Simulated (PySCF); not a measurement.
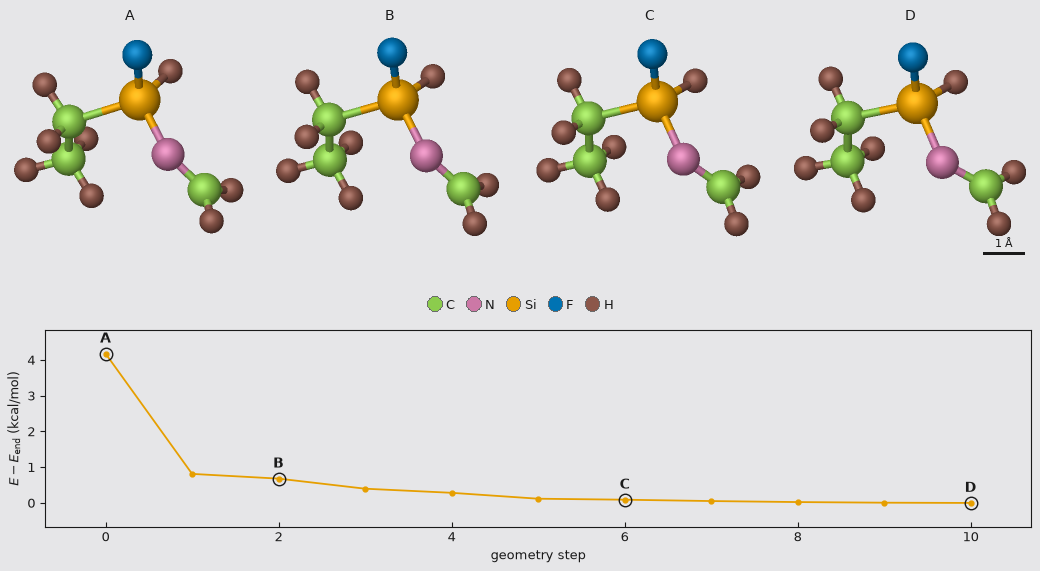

Frames of a relaxation of C3H8FNSi, marked on the history of the run. A ball-and-stick model, seen at a tilt.

The start comes from GFN2-xTB. Its atoms were then displaced at random by about 0.01 Å.

Level of theory: PySCF 2.14.0, density-fitted response routines, PBE0-D3(BJ)/def2-SVP geometry optimisation, gas phase. 

> Describe the path.

The largest move after the best rigid fit is that of an H atom, 0.45 Å. By element the largest moves are H 0.45 Å, N 0.25 Å, Si 0.16 Å, F 0.14 Å, C 0.14 Å. Some distances before and after: C–H 1.059 → 1.107 Å, H–Si 1.455 → 1.498 Å, C–Si 1.882 → 1.860 Å, N–Si 1.725 → 1.748 Å. Among the angles between lasting bonds that change: C–N–Si 138.7° → 124.6°, N–Si–H 120.7° → 111.7°, N–Si–F 100.4° → 106.6°. The energy falls by 4.18 kcal/mol in 10 geometry steps. Cost: 78 s on 1 thread of Arm Neoverse V1, on a shared host. From step 0 to 2: an H atom moves most (0.20 Å), energy −3.50 kcal/mol. From step 2 to 6: an H atom moves most (0.20 Å), energy −0.59 kcal/mol. From step 6 to 10: an H atom moves most (0.22 Å), energy −0.09 kcal/mol.

```
step  E − E(0), kcal/mol
   0                0.00
   1               -3.36
   2               -3.50
   3               -3.78
   4               -3.89
   5               -4.06
   6               -4.09
   7               -4.12
   8               -4.15
   9               -4.17
  10               -4.18
```
